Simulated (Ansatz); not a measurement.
# Run report: GaN2H6ClO, molecular dynamics (part 3 of 3)

The same run, continued: GaN2H6ClO; RKS PBE0/def2-SVP (Ansatz 0.2.0). It belongs to a series of runs on one base structure; here: dynamics from the highest image of the converged band.

Geometry of the input (Å):
```
Ga 0.1787  0.5798  -0.1203
O  -0.1428  -0.0973  1.7423
H  -0.9897  -0.5213  1.9241
N  1.7532  0.0928  -0.9125
H  2.5069  -0.1911  -0.2937
H  1.6751  -0.5876  -1.6624
Cl -1.6809  0.3462  -1.2237
N  0.0923  2.1582  1.0301
H  0.9348  2.7115  1.1750
H  -0.6781  2.7960  0.8376
H  -0.1582  1.0713  1.8239
```

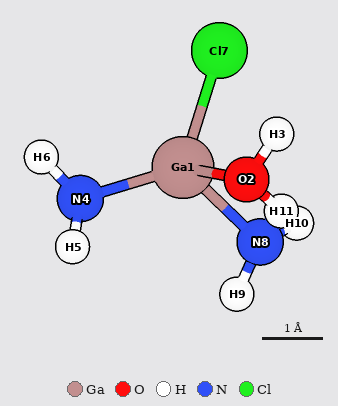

*The geometry at step 111 of the log (ball-and-stick view, seen at a tilt; atoms are numbered from 1 in the order of the input).*

### Trajectory as extended XYZ, continued
```
11
Properties=species:S:1:pos:R:3:forces:R:3 step=22 time_fs=11.0 energy=-69997.46294 temperature=38.9
Ga    0.1829    0.5727   -0.1195   -0.2355   0.6674  -0.3093
O    -0.1400   -0.1005    1.7044    0.0486  -0.3964   0.2464
H    -1.0331   -0.4504    1.7871   -0.1522  -0.0309   0.1964
N     1.7523    0.0932   -0.8794   -0.2996   1.0264   0.5058
H     2.5305   -0.0910   -0.2828    0.6246  -0.1399   0.4932
H     1.7392   -0.5504   -1.6226   -0.0398  -1.0120  -1.1957
Cl   -1.6957    0.3482   -1.2182    0.1564  -0.0380   0.1116
N     0.1030    2.1775    1.0345   -0.1861  -0.1742  -0.3844
H     0.9126    2.7904    1.0666    0.1214   0.0201   0.0771
H    -0.7157    2.7660    0.8653    0.1105  -0.0954   0.0226
H    -0.1010    1.0126    1.8218   -0.1482   0.1730   0.2362
11
Properties=species:S:1:pos:R:3:forces:R:3 step=33 time_fs=16.5 energy=-69997.45254 temperature=29.9
Ga    0.1836    0.5726   -0.1201   -0.2379   0.7071  -0.4267
O    -0.1415   -0.1089    1.6929   -0.3386  -0.2726   0.4468
H    -1.0557   -0.4120    1.7835    0.0722  -0.0672   0.1289
N     1.7582    0.0952   -0.8664    0.9287  -0.9412  -0.7326
H     2.5746   -0.0572   -0.2524   -0.6417   0.0419  -0.5062
H     1.7697   -0.5853   -1.6583   -0.0009   0.8018   1.0251
Cl   -1.7014    0.3488   -1.2143    0.1944  -0.0393   0.1249
N     0.1079    2.1824    1.0296    0.0968  -0.3427  -0.3417
H     0.9110    2.8121    1.0384   -0.0810  -0.0977   0.0923
H    -0.7274    2.7416    0.8800   -0.0619   0.1318  -0.0568
H    -0.1051    0.9997    1.8191    0.0700   0.0781   0.2461
11
Properties=species:S:1:pos:R:3:forces:R:3 step=44 time_fs=22.0 energy=-69997.47568 temperature=49.3
Ga    0.1833    0.5754   -0.1224   -0.0703   0.5906  -0.3598
O    -0.1482   -0.1214    1.6896   -0.3490   0.2889   0.7001
H    -1.0683   -0.3947    1.8175    0.1318  -0.1096   0.0352
N     1.7731    0.0917   -0.8603   -0.4717   0.5540   0.0324
H     2.5667   -0.0285   -0.2634    0.5015  -0.1004   0.3989
H     1.7991   -0.5647   -1.6123   -0.0204  -0.4814  -0.5210
Cl   -1.7056    0.3491   -1.2094    0.2117  -0.0357   0.1080
N     0.1120    2.1807    1.0178   -0.1823  -0.3236  -0.0908
H     0.9043    2.8191    1.0357    0.0283  -0.0155   0.0549
H    -0.7339    2.7368    0.8831    0.1172   0.0032  -0.0381
H    -0.0935    1.0005    1.8709    0.1033  -0.3706  -0.3198
11
Properties=species:S:1:pos:R:3:forces:R:3 step=56 time_fs=28.0 energy=-69997.51228 temperature=80.6
Ga    0.1827    0.5814   -0.1269    0.1760   0.6573  -0.6305
O    -0.1605   -0.1314    1.6994    0.1754  -0.6045   0.4202
H    -1.0647   -0.4122    1.8716   -0.1525  -0.0346   0.0578
N     1.7880    0.0914   -0.8557   -0.2205   0.4311   0.3612
H     2.5904   -0.0161   -0.2466    0.0063  -0.0207   0.0467
H     1.8223   -0.5841   -1.5944   -0.0282  -0.4130  -0.3906
Cl   -1.7082    0.3491   -1.2031    0.1942  -0.0758   0.0876
N     0.1145    2.1714    1.0022   -0.0282  -0.1002  -0.1565
H     0.9009    2.8132    1.0470    0.1302  -0.0246  -0.0658
H    -0.7222    2.7409    0.8720    0.0354  -0.0680  -0.0376
H    -0.0648    0.9068    1.8622   -0.2880   0.2531   0.3074
11
Properties=species:S:1:pos:R:3:forces:R:3 step=67 time_fs=33.5 energy=-69997.53559 temperature=101.0
Ga    0.1828    0.5896   -0.1334    0.2594   0.4960  -0.3883
O    -0.1715   -0.1503    1.7175   -0.1058  -0.3036   0.5284
H    -1.0700   -0.4357    1.9293    0.0356  -0.0768  -0.0802
N     1.7982    0.0943   -0.8508    0.2273  -0.8146  -0.5401
H     2.6063   -0.0122   -0.2240   -0.5026   0.0167  -0.3465
H     1.8319   -0.6380   -1.5929   -0.0702   0.8108   0.9268
Cl   -1.7089    0.3484   -1.1965    0.1509  -0.0931   0.0412
N     0.1174    2.1606    0.9852    0.2115   0.0349   0.0233
H     0.9187    2.7900    1.0406   -0.0630  -0.1171  -0.0897
H    -0.7088    2.7360    0.8482   -0.0780   0.0834  -0.0810
H    -0.1052    0.8735    1.9142   -0.0652  -0.0366   0.0060
11
Properties=species:S:1:pos:R:3:forces:R:3 step=78 time_fs=39.0 energy=-69997.55909 temperature=121.5
Ga    0.1840    0.5999   -0.1416    0.3253   0.3459  -0.1510
O    -0.1839   -0.1748    1.7451   -0.2787   0.0032   0.5100
H    -1.0739   -0.4834    1.9671    0.1013  -0.1282  -0.1522
N     1.8055    0.0932   -0.8490   -1.0747   1.1212   0.4318
H     2.5740   -0.0095   -0.2241    0.6855  -0.0524   0.6338
H     1.8265   -0.6341   -1.5131   -0.0229  -1.0993  -1.0066
Cl   -1.7084    0.3470   -1.1896    0.0954  -0.1197  -0.0020
N     0.1218    2.1504    0.9682   -0.2360   0.1048   0.0338
H     0.9390    2.7508    1.0107    0.0734   0.0986  -0.0436
H    -0.6962    2.7402    0.8050    0.1752  -0.0070  -0.0354
H    -0.1632    0.8327    1.9699    0.1563  -0.2671  -0.2186
11
Properties=species:S:1:pos:R:3:forces:R:3 step=89 time_fs=44.5 energy=-69997.59385 temperature=151.0
Ga    0.1864    0.6117   -0.1505    0.1594   0.1636   0.0065
O    -0.1996   -0.2031    1.7801    0.2553  -0.4577  -0.0864
H    -1.0690   -0.5668    1.9699   -0.1924  -0.0090   0.0009
N     1.8026    0.0976   -0.8455    0.5082  -0.9344  -0.1137
H     2.5845   -0.0109   -0.1714   -0.7181   0.0677  -0.6015
H     1.8131   -0.7112   -1.4983    0.0030   0.7599   0.6758
Cl   -1.7071    0.3445   -1.1828    0.0342  -0.1467  -0.0424
N     0.1246    2.1424    0.9521    0.1379   0.2565   0.0764
H     0.9623    2.7226    0.9677   -0.0398  -0.0174   0.0129
H    -0.6592    2.7567    0.7477   -0.0622   0.0735  -0.0263
H    -0.1896    0.7774    1.9880   -0.0854   0.2440   0.0980
11
Properties=species:S:1:pos:R:3:forces:R:3 step=100 time_fs=50.0 energy=-69997.60537 temperature=160.5
Ga    0.1896    0.6241   -0.1594    0.0035  -0.0301   0.1324
O    -0.2133   -0.2379    1.8149    0.0925   0.1132  -0.1755
H    -1.0813   -0.6394    1.9632    0.0911   0.2520  -0.0126
N     1.7997    0.0951   -0.8432   -0.5580  -0.0155  -0.3708
H     2.5321   -0.0043   -0.1660    0.5207  -0.0249   0.4474
H     1.7976   -0.7324   -1.4251   -0.0051  -0.1517  -0.1510
Cl   -1.7056    0.3409   -1.1762   -0.0115  -0.1587  -0.0703
N     0.1283    2.1401    0.9375    0.0466   0.4616   0.0905
H     0.9833    2.6958    0.9293   -0.0110  -0.0270   0.1010
H    -0.6240    2.7815    0.6876   -0.0271  -0.0494   0.0484
H    -0.2338    0.7527    2.0185   -0.1416  -0.3695  -0.0396
11
Properties=species:S:1:pos:R:3:forces:R:3 step=111 time_fs=55.5 energy=-69997.59679 temperature=153.0
Ga    0.1927    0.6365   -0.1676   -0.1225   0.0022   0.2640
O    -0.2236   -0.2740    1.8457   -0.0460   0.1427  -0.2477
H    -1.0990   -0.6647    1.9551   -0.0347  -0.0238  -0.0436
N     1.7928    0.0893   -0.8431    0.2428   0.0241   0.3664
H     2.5231    0.0046   -0.1315   -0.1257   0.0481  -0.2205
H     1.7838   -0.7662   -1.3749    0.0221  -0.3477  -0.2694
Cl   -1.7041    0.3360   -1.1703   -0.0542  -0.1713  -0.0770
N     0.1328    2.1464    0.9247   -0.1427   0.2964   0.0364
H     1.0056    2.6676    0.9187    0.0653   0.1091   0.1302
H    -0.5980    2.7983    0.6388    0.0290  -0.0136   0.0726
H    -0.3138    0.6948    2.0522    0.1667  -0.0663  -0.0113
11
Properties=species:S:1:pos:R:3:forces:R:3 step=122 time_fs=61.0 energy=-69997.56474 temperature=125.8
Ga    0.1954    0.6489   -0.1749   -0.1606   0.0572   0.3584
O    -0.2352   -0.3092    1.8717   -0.0301  -0.1924  -0.4057
H    -1.1188   -0.6889    1.9357   -0.0768  -0.1314  -0.0524
N     1.7880    0.0793   -0.8419    0.4018  -1.1940  -0.2426
H     2.5183    0.0229   -0.1205   -0.2339  -0.0026  -0.3843
H     1.7758   -0.8288   -1.3514    0.0512   0.9064   0.4970
Cl   -1.7030    0.3296   -1.1649   -0.0722  -0.1702  -0.0697
N     0.1364    2.1590    0.9129    0.1711   0.1185   0.0908
H     1.0274    2.6582    0.9438   -0.1782   0.0178   0.0868
H    -0.5729    2.8190    0.6077   -0.0628   0.1378   0.0335
H    -0.3507    0.6372    2.0878    0.1905   0.4528   0.0883
11
Properties=species:S:1:pos:R:3:forces:R:3 step=133 time_fs=66.5 energy=-69997.53928 temperature=104.4
Ga    0.1975    0.6615   -0.1806   -0.0095   0.0037   0.3762
O    -0.2485   -0.3440    1.8913   -0.0820   0.9332  -0.2579
H    -1.1383   -0.7299    1.9014    0.1652   0.2553   0.0308
N     1.7866    0.0583   -0.8419   -0.6552   0.9335   0.0884
H     2.5102    0.0406   -0.1544    0.7329   0.0302   0.5611
H     1.7772   -0.8182   -1.2996   -0.0267  -1.1746  -0.6958
Cl   -1.7025    0.3219   -1.1601   -0.0522  -0.1474  -0.0519
N     0.1404    2.1746    0.9027   -0.1990   0.1090   0.0876
H     1.0252    2.6656    0.9955    0.0744   0.0543   0.0476
H    -0.5505    2.8599    0.5936    0.0508  -0.0965   0.1078
H    -0.3333    0.6319    2.1275    0.0012  -0.9008  -0.2940
11
Properties=species:S:1:pos:R:3:forces:R:3 step=144 time_fs=72.0 energy=-69997.52352 temperature=91.0
Ga    0.1995    0.6742   -0.1847    0.1483   0.0864   0.3765
O    -0.2601   -0.3721    1.9036    0.4858  -1.0185  -0.8132
H    -1.1528   -0.7263    1.8741   -0.2448   0.0441   0.0264
N     1.7817    0.0386   -0.8412    0.7345  -0.9191   0.2756
H     2.5725    0.0623   -0.1602   -0.8265  -0.0622  -0.7679
H     1.7778   -0.8916   -1.3045    0.0022   0.8773   0.4646
Cl   -1.7024    0.3130   -1.1558   -0.0199  -0.1321  -0.0185
N     0.1432    2.1918    0.8946    0.0635  -0.0708   0.1385
H     1.0238    2.6771    1.0575   -0.0081  -0.0842  -0.0339
H    -0.5313    2.8921    0.6011   -0.1258   0.0029   0.0035
H    -0.3261    0.5516    2.1360   -0.2092   1.2764   0.3483
11
Properties=species:S:1:pos:R:3:forces:R:3 step=156 time_fs=78.0 energy=-69997.54067 temperature=105.0
Ga    0.2025    0.6883   -0.1875    0.3257  -0.0316   0.3576
O    -0.2682   -0.4042    1.9054   -0.3226   1.2219  -0.1814
H    -1.1926   -0.6909    1.8526    0.1387  -0.0768  -0.0413
N     1.7784    0.0104   -0.8376   -0.8790  -0.0620  -0.3996
H     2.5774    0.0825   -0.2406    0.5948   0.0700   0.4450
H     1.7722   -0.9053   -1.2771   -0.0534   0.0413   0.0172
Cl   -1.7025    0.3020   -1.1512    0.0420  -0.0906   0.0203
N     0.1458    2.2092    0.8890    0.0280  -0.2375   0.1619
H     1.0255    2.6711    1.1164   -0.1065  -0.0520  -0.1015
H    -0.5331    2.9152    0.6179   -0.0107   0.0019   0.0047
H    -0.3518    0.5599    2.1636    0.2429  -0.7846  -0.2831
11
Properties=species:S:1:pos:R:3:forces:R:3 step=167 time_fs=83.5 energy=-69997.54428 temperature=107.8
Ga    0.2066    0.7012   -0.1885    0.3108  -0.0938   0.2930
O    -0.2791   -0.4224    1.9003   -0.1189   0.3250  -0.4376
H    -1.2085   -0.6810    1.8215    0.0776  -0.0563  -0.0258
N     1.7669   -0.0145   -0.8352   -0.1423   0.7139   0.4198
H     2.6166    0.1037   -0.2838   -0.2214  -0.0310  -0.1101
H     1.7547   -0.9238   -1.2546   -0.0393  -0.5584  -0.2368
Cl   -1.7022    0.2912   -1.1468    0.1009  -0.0612   0.0578
N     0.1470    2.2198    0.8865   -0.2495  -0.4053   0.0495
H     1.0198    2.6612    1.1468    0.1367   0.1287  -0.0428
H    -0.5363    2.9312    0.6365    0.0784  -0.0609   0.0170
H    -0.3275    0.5184    2.1630    0.0672   0.0992   0.0160
11
Properties=species:S:1:pos:R:3:forces:R:3 step=178 time_fs=89.0 energy=-69997.52499 temperature=91.7
Ga    0.2119    0.7137   -0.1882    0.1080  -0.2220   0.2188
O    -0.2908   -0.4338    1.8874    0.3548  -0.2498  -0.6069
H    -1.2143   -0.6871    1.7836   -0.1521   0.0904   0.0252
N     1.7495   -0.0337   -0.8300    0.3203  -0.6243  -0.1180
H     2.6388    0.1237   -0.3354   -0.6208  -0.1569  -0.3093
H     1.7269   -0.9845   -1.2431    0.0211   0.9125   0.4454
Cl   -1.7011    0.2798   -1.1420    0.1556  -0.0309   0.0892
N     0.1464    2.2228    0.8863    0.2251  -0.2158   0.2495
H     1.0221    2.6695    1.1555   -0.1156  -0.0539  -0.1198
H    -0.5308    2.9408    0.6550   -0.0901   0.0130  -0.0537
H    -0.2912    0.4932    2.1606   -0.2064   0.5376   0.1795
11
Properties=species:S:1:pos:R:3:forces:R:3 step=189 time_fs=94.5 energy=-69997.51221 temperature=81.2
Ga    0.2177    0.7251   -0.1871   -0.1195  -0.4236   0.1695
O    -0.2984   -0.4429    1.8655   -0.0409   1.3612  -0.0701
H    -1.2358   -0.6656    1.7535    0.1494   0.0811   0.0246
N     1.7303   -0.0539   -0.8260   -1.1372   0.8446  -0.1908
H     2.6046    0.1248   -0.4026    1.1109   0.2481   0.5752
H     1.6963   -0.9744   -1.1925   -0.0880  -0.9926  -0.4104
Cl   -1.6988    0.2682   -1.1364    0.1870   0.0100   0.1106
N     0.1472    2.2213    0.8904   -0.0438   0.0150   0.2367
H     1.0190    2.6777    1.1387    0.0760   0.0243  -0.0336
H    -0.5365    2.9398    0.6636   -0.0041  -0.1168  -0.0246
H    -0.3027    0.5134    2.1732   -0.0897  -1.0514  -0.3871
11
Properties=species:S:1:pos:R:3:forces:R:3 step=200 time_fs=100.0 energy=-69997.51563 temperature=84.2
Ga    0.2229    0.7350   -0.1851   -0.4009  -0.4107   0.2217
O    -0.3056   -0.4407    1.8381   -0.0740  -0.7189  -0.7000
H    -1.2434   -0.6364    1.7238   -0.0958  -0.2529  -0.1166
N     1.7045   -0.0682   -0.8241    1.3055  -0.3278   0.0557
H     2.6457    0.1393   -0.4250   -1.1626  -0.3186  -0.4619
H     1.6561   -1.0351   -1.1695    0.0613   0.6189   0.2333
Cl   -1.6949    0.2567   -1.1299    0.1722   0.0328   0.1182
N     0.1486    2.2196    0.8994   -0.0099   0.0145   0.1704
H     1.0244    2.6881    1.1093    0.0247   0.0731  -0.0046
H    -0.5508    2.9173    0.6626    0.0008   0.0045  -0.0091
H    -0.3330    0.4563    2.1557    0.1786   1.2850   0.4928
```

### Key numbers

```csv
quantity,value
outcome,finished
mean temperature over the second half,108 K
trajectory,"200 steps, 100 fs"
ensemble,nve
temperature in the input,100.0 K
time step,0.5 fs
potential energy (last step),−69997.5157 eV
mean-field energy (last step),−69997.5157 eV
largest force (length of the vector) (last step),1.388 eV/Å
wall time,2.9 min (CPU time 11 min)
peak memory,0.34 GiB
```

### Notes

So short a trajectory is not equilibrated.
